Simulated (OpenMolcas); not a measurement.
# CH5FOSi (SMILES C[SiH](O)F): a chain of runs

Aim: a single-point energy (HF/ANO-R0), then a single-point energy (CASSCF(2,2)/ANO-R1), then the energy along one coordinate (CASPT2(2,2)/ANO-R1), then an energy scan (SC-NEVPT2(2,2)/ANO-R1), then an energy scan (MC-PDFT[tPBE](2,2)/ANO-R1) of CH5FOSi. 

The calculation is run with OpenMolcas 26.06.

## 1. Starting point

The species is CH5FOSi (9 atoms), meant as a singlet with charge 0. As SMILES, `C[SiH](O)F`. Geometry: relaxed at PBE0-D4/def2-TZVP. This is one conformer, not always the lowest.

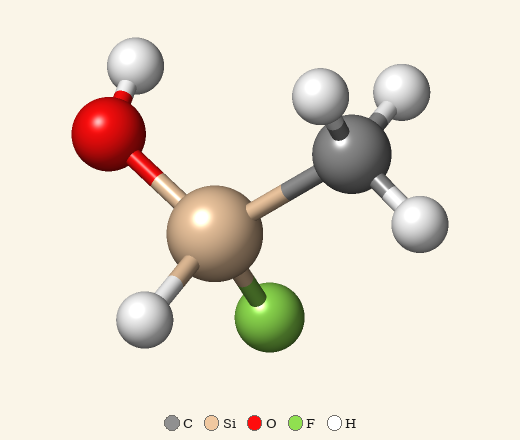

Viewed from a chosen angle; carbon grey, silicon light orange, oxygen red, fluorine green, hydrogen white.

## 2. The energy at HF/ANO-R0 (sfX2C) (run 1)

geom.xyz reads:

```xyz
9

C     -1.059200     0.382700     0.202100
Si     0.598700    -0.059400    -0.491700
O      1.699800    -0.426000     0.658800
F      0.386100    -1.319200    -1.457200
H     -1.759300     0.624200    -0.601500
H     -0.982100     1.251700     0.860100
H     -1.484000    -0.445000     0.776700
H      1.214000     1.018000    -1.292600
H      1.474600    -1.073100     1.328200
```

step1.input reads:

```
* CH5FOSi Hartree-Fock
>>> EXPORT MOLCAS_PRINT=2

&GATEWAY
 Coord
 geom.xyz
 Basis
 ANO-R0
 Group
 NoSym

&SEWARD

&SCF
 PrOrbitals
 0

&LOCALISATION
 Occupied
 Freeze
 Pipek-Mezey

&LOCALISATION
 FileOrb
 $Project.LocOrb
 Virtual
 Pipek-Mezey
```

The run is started by

```
$ export MOLCAS_MEM=1860
$ pymolcas step1.input > step1.log
```

The program printed:

```text
--- Start Module: gateway ---
[...]
--- Stop Module: gateway /rc=_RC_ALL_IS_WELL_ ---
[...]
      Basis functions           29
[...]
       Convergence after  11 Iterations
[...]
::    Total SCF energy                               -504.0870114062
[...]
      Total spin, S                                     0.0000000000
[...]
      Total electronic charge=   42.000000
      Total            charge=   -0.000000
[...]
      Dipole Moment (debye):
      Origin of the operator (angstrom)=    0.4626   -0.3445   -0.3424
                   X= -9.3029E-01               Y= -1.1408E+00               Z=  1.7461E+00           Total=  2.2838E+00
      Quadrupole Moment (debye*angstrom):
[...]
--- Start Module: localisation ---
[...]
--- Stop Module: localisation /rc=_RC_ALL_IS_WELL_ ---
--- Start Module: localisation ---
[...]
--- Stop Module: localisation /rc=_RC_ALL_IS_WELL_ ---
[...]
```

Wall time 4.2 s (1 thread of AMD EPYC 7R43 (Zen 3), shared host); peak memory 0.38 GiB.

## 3. The energy at CASSCF(2,2)/ANO-R1 (sfX2C, RICD fitting) (run 2)

geom.xyz is that of step 2.

step2.inp reads:

```
* CH5FOSi CASSCF
&gateway
coord=geom.xyz
basis=ANO-R0
group=NoSym
&seward
&rasscf
fileorb=$CurrDir/step1.LocOrb
alter=2
1 13 21
1 22 24
spin=1
nactel=2 0 0
inactive=20
ras2=2
orblisting=Nothing
>>> COPY $Project.RunFile RUNFIL1
>>> COPY $Project.RasOrb INPORB
&gateway
coord=geom.xyz
basis=ANO-R1
group=NoSym
ricd
&seward
>>> COPY $Project.RunFile RUNFIL2
&expbas
&rasscf
fileorb=$Project.ExpOrb
spin=1
nactel=2 0 0
inactive=20
ras2=2
orblisting=Nothing
```

The run is started by

```
$ export MOLCAS_MEM=1860
$ pymolcas step2.inp > step2.log
```

The program printed:

```text
--- Start Module: gateway ---
[...]
--- Stop Module: gateway /rc=_RC_ALL_IS_WELL_ ---
[...]
      Basis functions           29
[...]
      Number of active orbitals                  2
[...]
      Spin quantum number                      0.0
[...]
      Active orbitals                            2
[...]
      Number of CSFs                             3
[...]
      Number of root(s) required                 1
[...]
      Convergence after 14 iterations
[...]
      printout of CI-coefficients larger than  0.05 for root  1
      energy=    -504.103327
      conf/sym  11     Coeff  Weight
             1  20   0.99419 0.98842
             3  02  -0.10762 0.01158
      Natural orbitals and occupation numbers for root  1
      sym 1:   1.976837   0.023163
      ************************************************************************************************************************
      *                                                    Final results                                                     *
[...]
::    RASSCF root number  1 Total energy:   -504.10332680
[...]
      Basis functions           85
[...]
--- Start Module: expbas ---
[...]
--- Stop Module: expbas /rc=_RC_ALL_IS_WELL_ ---
--- Start Module: rasscf ---
[...]
      Convergence after 19 iterations
[...]
      Natural orbitals and occupation numbers for root  1
      sym 1:   1.982378   0.017622
      ************************************************************************************************************************
      *                                                    Final results                                                     *
[...]
::    RASSCF root number  1 Total energy:   -505.00242174
[...]
      Total electronic charge=   42.000000
      Total            charge=   -0.000000
[...]
      Dipole Moment (debye):
      Origin of the operator (angstrom)=    0.4626   -0.3445   -0.3424
                   X= -1.4296E+00               Y=  5.3199E-01               Z=  1.6934E+00           Total=  2.2791E+00
      Quadrupole Moment (debye*angstrom):
[...]
--- Stop Module: rasscf /rc=_RC_ALL_IS_WELL_ ---
[...]
```

Run time: 14 s. Hardware: 1 thread of AMD EPYC 7R43 (Zen 3), shared host; peak memory 0.38 GiB.

## 4. An energy scan at CASPT2(2,2)/ANO-R1 (sfX2C, RICD fitting, ipea shift 0.25 Eh, pt2 variant SS) (run 3)

step3.input reads:

```
* CH5FOSi CASPT2
>>> COPY $CurrDir/step2.RasOrb $Project.RasOrb
>>> ForEach K in (1, 2, 3, 4, 5, 6, 7, 8, 9)
&gateway
coord
$CurrDir/point$K.xyz
basis
ANO-R1
group
NoSym
ricd
&seward
&rasscf
fileorb
$Project.RasOrb
spin
1
nactel
2 0 0
inactive
20
ras2
2
orblisting
Nothing
&caspt2
imaginary
0.2
frozen
8
>>> EndDo
```

The run is started by

```
$ export MOLCAS_MEM=1860
$ pymolcas step3.input > step3.log
```

The program printed:

```text
[...]
      Basis functions           85
[...]
      Number of active orbitals                  2
[...]
      Spin quantum number                      0.0
[...]
      Active orbitals                            2
[...]
      Number of CSFs                             3
[...]
      Number of root(s) required                 1
[...]
      Convergence after 13 iterations
[...]
      Natural orbitals and occupation numbers for root  1
      sym 1:   1.987973   0.012027
      ************************************************************************************************************************
      *                                                    Final results                                                     *
[...]
::    RASSCF root number  1 Total energy:   -504.98998344
[...]
::    CASPT2 Root  1     Total energy:   -505.59771059
[...]
      Convergence after 15 iterations
[...]
      Natural orbitals and occupation numbers for root  1
      sym 1:   1.982371   0.017629
      ************************************************************************************************************************
      *                                                    Final results                                                     *
[...]
      Convergence after 14 iterations
[...]
      Natural orbitals and occupation numbers for root  1
      sym 1:   1.816421   0.183579
      ************************************************************************************************************************
      *                                                    Final results                                                     *
[...]
      Convergence after 17 iterations
[...]
      Natural orbitals and occupation numbers for root  1
      sym 1:   1.629488   0.370512
      ************************************************************************************************************************
      *                                                    Final results                                                     *
[...]
      Convergence after 17 iterations
[...]
      Natural orbitals and occupation numbers for root  1
      sym 1:   1.368370   0.631630
      ************************************************************************************************************************
      *                                                    Final results                                                     *
[...]
::    RASSCF root number  1 Total energy:   -504.83309388
[...]
::    CASPT2 Root  1     Total energy:   -505.41729627
[...]
      Convergence after 16 iterations
[...]
::    RASSCF root number  1 Total energy:   -504.82807623
[...]
::    CASPT2 Root  1     Total energy:   -505.40955302
[...]
```

Run time: 96 s. Hardware: 1 thread of AMD EPYC 7R43 (Zen 3), shared host; peak memory 0.087 GiB.

The scan, from its lowest point:

```
H9–O3 (Å)  energy (kJ/mol)
    0.862             33.7
    0.958              0.0
    1.054             19.1
    1.197             92.1
    1.389            211.8
    1.628            342.8
    1.916            447.1
    2.299            507.4
    2.874            527.7
```

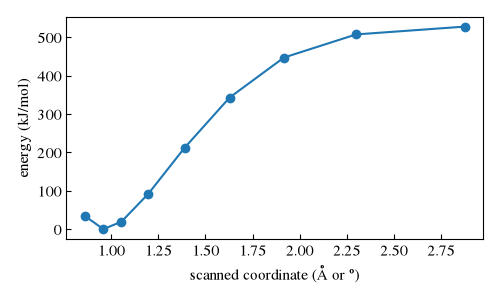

Energy along the scan.

## 5. The energy along one coordinate at SC-NEVPT2(2,2)/ANO-R1 (sfX2C, RICD fitting, pt2 variant SC-NEVPT2) (run 4)

step4.inp reads:

```
>>> EXPORT MOLCAS_PRINT=2
>>> COPY $CurrDir/step2.RasOrb $Project.RasOrb
>>> ForEach K in (1, 2, 3, 4, 5, 6, 7, 8, 9)

&GATEWAY
  Coord=$CurrDir/point$K.xyz
  Basis=ANO-R1
  Group=NoSym
  RICD

&SEWARD

&RASSCF
  FileOrb=$Project.RasOrb
  Spin=1
  Nactel=2 0 0
  Inactive=20
  Ras2=2
  OrbListing=Nothing

&CASPT2
  SC-NEVPT2
  Frozen=8
>>> EndDo
```

The run is started by

```
$ export MOLCAS_MEM=1860
$ pymolcas step4.inp > step4.log
```

The program printed:

```text
[...]
      Basis functions           85
[...]
      Number of active orbitals                  2
[...]
      Spin quantum number                      0.0
[...]
      Active orbitals                            2
[...]
      Number of CSFs                             3
[...]
      Number of root(s) required                 1
[...]
      Convergence after 13 iterations
[...]
      printout of CI-coefficients larger than  0.05 for root  1
      energy=    -504.989983
      conf/sym  11     Coeff  Weight
             1  20   0.99699 0.99399
             3  02  -0.07755 0.00601
      Natural orbitals and occupation numbers for root  1
      sym 1:   1.987973   0.012027
      ************************************************************************************************************************
      *                                                    Final results                                                     *
[...]
::    RASSCF root number  1 Total energy:   -504.98998344
[...]
      E2 (Variational):          -0.6070977267
[...]
::    SC-NEVPT2 Root  1     Total energy:   -505.59700979
[...]
      Convergence after 15 iterations
[...]
      Natural orbitals and occupation numbers for root  1
      sym 1:   1.982371   0.017629
      ************************************************************************************************************************
      *                                                    Final results                                                     *
[...]
      Convergence after 14 iterations
[...]
      Natural orbitals and occupation numbers for root  1
      sym 1:   1.816421   0.183579
      ************************************************************************************************************************
      *                                                    Final results                                                     *
[...]
      Convergence after 17 iterations
[...]
      Natural orbitals and occupation numbers for root  1
      sym 1:   1.629488   0.370512
      ************************************************************************************************************************
      *                                                    Final results                                                     *
[...]
      Convergence after 17 iterations
[...]
::    RASSCF root number  1 Total energy:   -504.83309388
[...]
::    SC-NEVPT2 Root  1     Total energy:   -505.41354254
[...]
      Convergence after 16 iterations
[...]
::    RASSCF root number  1 Total energy:   -504.82807623
[...]
      E2 (Variational):          -0.5777992891
[...]
      Reference weight:           0.85840
[...]
::    SC-NEVPT2 Root  1     Total energy:   -505.40587552
[...]
```

Wall time 85 s (1 thread of AMD EPYC 7R43 (Zen 3), shared host); peak memory 0.085 GiB.

The scan, from its lowest point:

```
H9–O3 (Å)  energy (kJ/mol)
    0.862             36.3
    0.958              0.0
    1.054             16.9
    1.197             87.9
    1.389            208.5
    1.628            345.0
    1.916            455.5
    2.299            517.9
    2.874            538.1
```

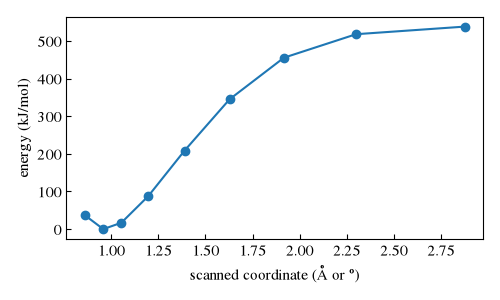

Energy along the scan.

## 6. An energy scan at MC-PDFT[tPBE](2,2)/ANO-R1 (sfX2C, RICD fitting) (run 5)

step5.input reads:

```
>>> COPY $CurrDir/step2.RasOrb $Project.RasOrb
>>> ForEach K in (1, 2, 3, 4, 5, 6, 7, 8, 9)

&GATEWAY
 COORD
 $CurrDir/point$K.xyz
 BASIS
 ANO-R1
 GROUP
 NoSym
 RICD

&SEWARD

&RASSCF
 FILEORB
 $Project.RasOrb
 SPIN
 1
 NACTEL
 2 0 0
 INACTIVE
 20
 RAS2
 2
 ORBLISTING
 Nothing

&MCPDFT
 KSDFT
 T:PBE
>>> EndDo
```

The run is started by

```
$ export MOLCAS_MEM=1860
$ pymolcas step5.input > step5.log
```

The program printed:

```text
--- Start Module: gateway ---
[...]
      Basis functions           85
[...]
      Number of active orbitals                  2
[...]
      Spin quantum number                      0.0
[...]
      Active orbitals                            2
[...]
      Number of CSFs                             3
[...]
      Number of root(s) required                 1
[...]
      Convergence after 13 iterations
[...]
      printout of CI-coefficients larger than  0.05 for root  1
      energy=    -504.989983
      conf/sym  11     Coeff  Weight
             1  20   0.99699 0.99399
             3  02  -0.07755 0.00601
      Natural orbitals and occupation numbers for root  1
      sym 1:   1.987973   0.012027
      ************************************************************************************************************************
      *                                                    Final results                                                     *
[...]
::    RASSCF root number  1 Total energy:   -504.98998344
[...]
::    MCPDFT root number  1 Total energy:   -506.20735692
[...]
      Convergence after 15 iterations
[...]
      Natural orbitals and occupation numbers for root  1
      sym 1:   1.982371   0.017629
      ************************************************************************************************************************
      *                                                    Final results                                                     *
[...]
      Convergence after 14 iterations
[...]
      Natural orbitals and occupation numbers for root  1
      sym 1:   1.816421   0.183579
      ************************************************************************************************************************
      *                                                    Final results                                                     *
[...]
      Convergence after 17 iterations
[...]
      Natural orbitals and occupation numbers for root  1
      sym 1:   1.629488   0.370512
      ************************************************************************************************************************
      *                                                    Final results                                                     *
[...]
      Convergence after 17 iterations
[...]
::    RASSCF root number  1 Total energy:   -504.83309388
[...]
::    MCPDFT root number  1 Total energy:   -506.02241535
[...]
      Convergence after 16 iterations
[...]
::    RASSCF root number  1 Total energy:   -504.82807623
[...]
      Total electronic charge=   42.000000
      Total            charge=   -0.000000
[...]
::    MCPDFT root number  1 Total energy:   -506.01332040
[...]
```

Run time: 87 s. Hardware: 1 thread of AMD EPYC 7R43 (Zen 3), shared host; peak memory 0.085 GiB.

The scan, from its lowest point:

```
H9–O3 (Å)  energy (kJ/mol)
    0.862             35.9
    0.958              0.0
    1.054             16.2
    1.197             84.5
    1.389            200.4
    1.628            334.0
    1.916            449.5
    2.299            521.4
    2.874            545.3
```

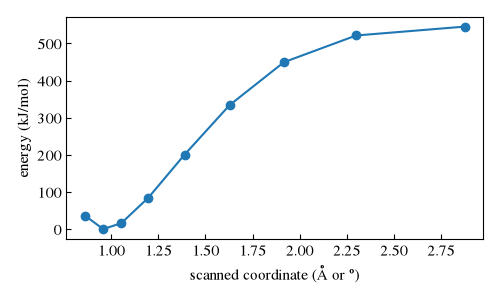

Energy along the scan.

## 7. Summary of results

```
                                                   quantity          value
                             run 1, HF/ANO-R0: total energy  -504.08701 Eh
                            run 1, HF/ANO-R0: dipole moment         2.28 D
                              run 1, HF/ANO-R0: HOMO energy      -12.10 eV
                              run 1, HF/ANO-R0: LUMO energy        4.95 eV
                            run 1, HF/ANO-R0: HOMO–LUMO gap       17.05 eV
                    run 2, CASSCF(2,2)/ANO-R1: total energy  -505.00242 Eh
  run 2, CASSCF(2,2)/ANO-R1: dipole moment (CASSCF density)         2.28 D
       run 3, CASPT2(2,2)/ANO-R1: lowest energy of the scan  -505.61054 Eh
    run 4, SC-NEVPT2(2,2)/ANO-R1: lowest energy of the scan  -505.61082 Eh
run 5, MC-PDFT[tPBE](2,2)/ANO-R1: lowest energy of the scan  -506.22102 Eh
```

**Reading.** Mulliken charges (run 2, CASSCF(2,2)/ANO-R1) run from -0.50 on O3 to +0.68 on Si2.
